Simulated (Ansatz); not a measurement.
GeH$_{5}$N···HF

Input

```
crystal:
  periodic: [false, false, false]
  atoms:
    - { symbol: Ge, position_ang: [-0.519409, -0.054873, -0.337317] }
    - { symbol: F, position_ang: [0.253416, 0.646651, 2.361165] }
    - { symbol: H, position_ang: [0.549264, -1.02501, 0.154173] }
    - { symbol: H, position_ang: [-0.083119, 1.406163, -0.319592] }
    - { symbol: H, position_ang: [-0.896305, -0.436763, -1.784747] }
    - { symbol: "N", position_ang: [-2.024112, -0.221086, 0.790848] }
    - { symbol: H, position_ang: [-2.408396, -1.149288, 0.826897] }
    - { symbol: H, position_ang: [-2.770907, 0.413001, 0.565327] }
    - { symbol: H, position_ang: [-0.626831, 0.421203, 2.430346] }
basis:
  gaussian: { orbitals: def2-SVP }
hamiltonian:
  xc: hf
relax:
  f_tol: 0.03
  max_steps: 50
output:
  orbitals: {}
```

Command:

```sh
ansatz run input.yaml --threads 1 --pin off --max-ram 2048MiB --backend cpu --events-out ev --progress --plain --runs-dir out
```

The fields are those of the run's last geometry, not of the input's.

These are results of RHF/def2-SVP in Ansatz 0.2.0, not measurements.

Predict the electron density and electron localisation function between the atoms.

N6···H9 (1.81 Å): the density falls to about 0.26 e/Å³ on the way; the ELF dips to about 0.10 between them (by its geometry a hydrogen bond between the two molecules, with no shared pair).
Ge–N (1.86 Å): ρ at the midpoint is about 0.92 e/Å³; the ELF peaks at about 0.90 in the valence shell of N, 0.7 Å from its nucleus, and is about 0.50 at the midpoint.
F–H (0.92 Å): ρ is about 4.8 e/Å³ halfway; the ELF climbs to about 1 towards the hydrogen, as it does in any bond to H (an ordinary covalent bond to hydrogen).
Ge–H (1.54 Å): the density is about 1 e/Å³ at the midpoint; the ELF climbs to about 1 towards the hydrogen.

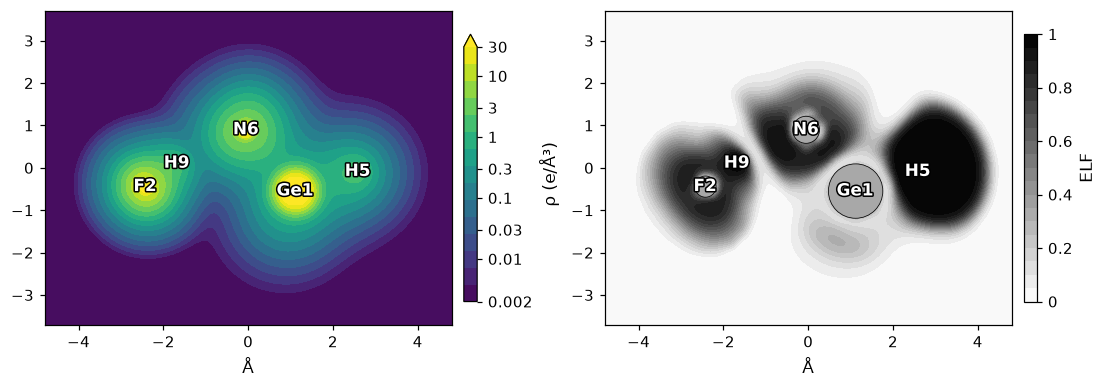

Computed electron density and electron localisation function on the plane of atoms H5, Ge1 and N6, in this order. Grey discs cover the atomic cores in the ELF map. 
